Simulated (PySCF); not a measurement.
Consider C₅H₁₄O₃Si.

```xyz
23

C    -2.0099   -1.1306    1.1194
C    -1.5570    0.1737    0.4759
C    -0.1813    0.0637   -0.2014
C    -0.1265   -1.0521   -1.2604
O     1.1242   -1.0448   -1.8840
O     0.1240    1.2314   -0.9538
C     0.2815    2.4253   -0.2148
O     0.7759   -0.1479    0.7691
Si    2.3319   -0.6099    0.5789
H    -2.2687   -1.8716    0.3678
H    -1.2160   -1.5263    1.7478
H    -2.8861   -0.9510    1.7380
H    -1.4765    0.9403    1.2487
H    -2.2800    0.5080   -0.2708
H    -0.9371   -0.9010   -1.9841
H    -0.2292   -2.0233   -0.7777
H     1.2674   -0.1488   -2.2164
H     0.8461    2.2437    0.7022
H     0.8393    3.1045   -0.8574
H    -0.6888    2.8697    0.0274
H     2.7250   -0.3649    1.9667
H     3.0679    0.2578   -0.3401
H     2.4689   -2.0189    0.2292
```

Geometry: GFN2-xTB.

The calculation used PBE0/pcSseg-1, SCF density, gas phase, non-relativistic (PySCF 2.14.0).

### What can the converged electron density and electron localisation function tell about the bonding?

C–C (1.54 Å): ρ is about 1.7 e/Å³ halfway; the ELF peaks at about 0.95 between the atoms, as expected for localised, covalent bonding.
C–O (1.42 Å): ρ is about 2 e/Å³ halfway, with its minimum of 1.8 e/Å³ about 0.5 Å from C; the ELF peaks at about 0.90 between the atoms: a shared but strongly polarised pair.
C–H (1.09 Å): ρ is about 2.1 e/Å³ halfway; the ELF climbs to about 1 towards the hydrogen, as it does in any bond to H: an ordinary covalent bond to hydrogen.

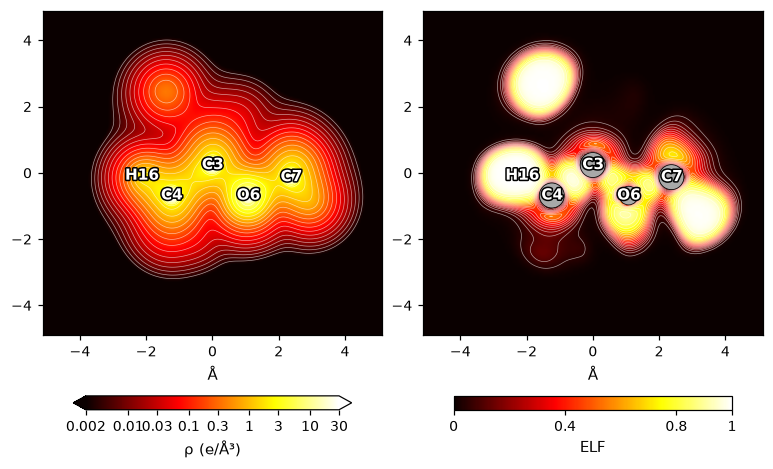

Computed electron density and electron localisation function on the plane of atoms C4, C3 and O6, in this order. Grey discs cover the atomic cores in the ELF map. 
